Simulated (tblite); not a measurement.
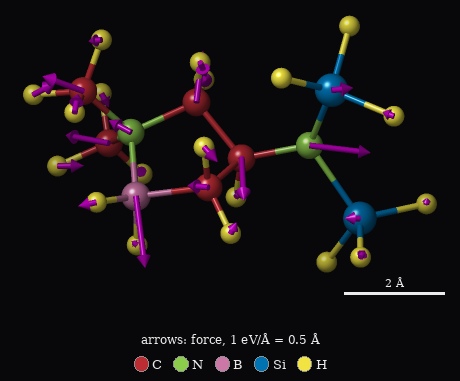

Starting geometry of C$_{5}$H$_{19}$BN$_{2}$Si$_{2}$ with the computed forces as purple arrows. The picture is a ball-and-stick view, seen at a tilt.

Level of theory: GFN2-xTB geometry optimisation, gas phase (tblite 0.8.0). 

**What follows when this structure is relaxed?**

It isn't relaxed: the largest force vector, on the B atom, is 3.00 eV/Å. The final displacements have little in common with the starting forces (cosine between the two patterns 0.17). An H atom moves most after the best rigid fit: 1.05 Å. Largest moves by element: H 1.05 Å, C 0.44 Å, B 0.33 Å, N 0.21 Å, Si 0.13 Å. Some distances before and after: B–N 1.529 → 1.682 Å, C–C 1.469 → 1.527 Å, C–N 1.406 → 1.455 Å, N–Si 1.784 → 1.739 Å. Among the angles between lasting bonds that change: B–C–C 95.7° → 105.0°, H–C–H 116.0° → 106.7°, N–B–H 115.9° → 106.9°. Groups turn about C–N by about 45°, B–C by about 30°, B–N by about 25°. The energy falls by 33.2 kcal/mol in 139 geometry steps. Cost: 1.6 s on 1 thread of Intel(R) Xeon(R) 6975P-C (shared host).
